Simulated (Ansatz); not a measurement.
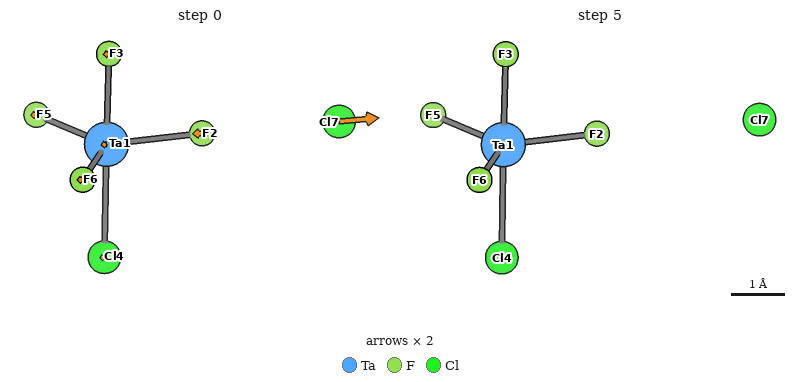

The structure of TaCl2F4 (multiplicity 2) before (left) and after (right) a relaxation, at one scale. The orange arrows give the displacements, magnified 2 times.

The picture is a ball-and-stick view, seen from a free direction.

The run prepares an end point of a later path (reaction) calculation, from a guessed geometry.

Method: UHF/def2-SVP (Ansatz 0.2.0). Set-up: collinear spin; force threshold 0.03 eV/Å; at most 50 steps.

**Describe what moved and what it gained.**

The energy falls by 1.61 kcal/mol in 5 geometry steps. The largest force component goes from 1.4 to 0.006 eV/Å. The largest move after the best rigid fit is that of Cl7, 0.40 Å. Largest moves by element: Cl 0.40 Å, F 0.10 Å, Ta 0.06 Å. Among the contacts that change: Ta1–F2 1.890 → 1.850 Å.

Limits of the set-up: the start holds two separate molecules, 2.7 Å apart at their closest, whose relative position is a soft coordinate and is computed without a dispersion correction; Hartree-Fock leaves out electron correlation.
